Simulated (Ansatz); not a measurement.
The parent structure is Lu in the hcp (Mg type) structure (space group P6_3/mmc, No. 194; a = 3.443 Å, c = 5.367 Å; relaxed with 0.1 eV smearing).

Structures relaxed with PBEsol in Ansatz (plane waves to 420 eV, PAW, spin-orbit coupling left out).

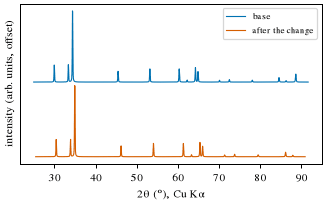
Figure. Simulated powder patterns before (top) and after one change

Problem. What was done to the base?
A) isotropic strain +2.50 %
B) isotropic strain +2.00 %
C) isotropic strain −1.50 %
D) isotropic strain +1.50 %

Solution. C, isotropic strain −1.50 %. Its volume per atom is 26.33 Å³ against 27.55 Å³, and its space group is P6_3/mmc (No. 194).

Stability against distortions was not tested.

Ansatz is a first-principles code.
